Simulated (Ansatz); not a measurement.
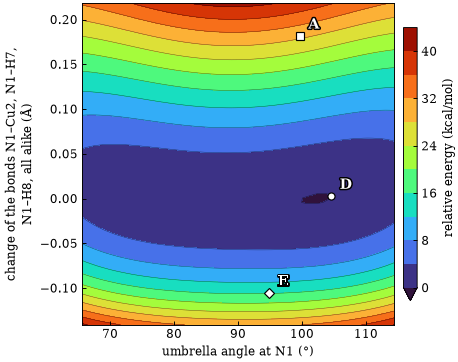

CuF₃H₂NP, SMILES [NH2][Cu-][P+](F)(F)F. First axis: umbrella angle at N1 (between each of its bonds and their common axis; 90 is planar). Second axis: change of the bonds N1–Cu2, N1–H7, N1–H8, all alike. Nothing is relaxed (all other coordinates rigid). The grid has 11 × 11 points. Points are written as (first, second). Energies: kcal/mol, counted from the lowest grid point. Method: Ansatz, RKS PBE-D4/def2-SVP.

Drawn: filled contours, lettered points. Between grid points the surface is interpolated.

Q: What kind of point is each of A, D, E: minimum, saddle, maximum or slope?

A: A: on a slope; D: minimum; E: on a slope. (In these two coordinates alone; a stationary point may lie a little off the grid point.)

Q: Rank the lettered points by energy, lowest first.

A: D (0.0 kcal/mol), E (15.6 kcal/mol), A (28.9 kcal/mol).
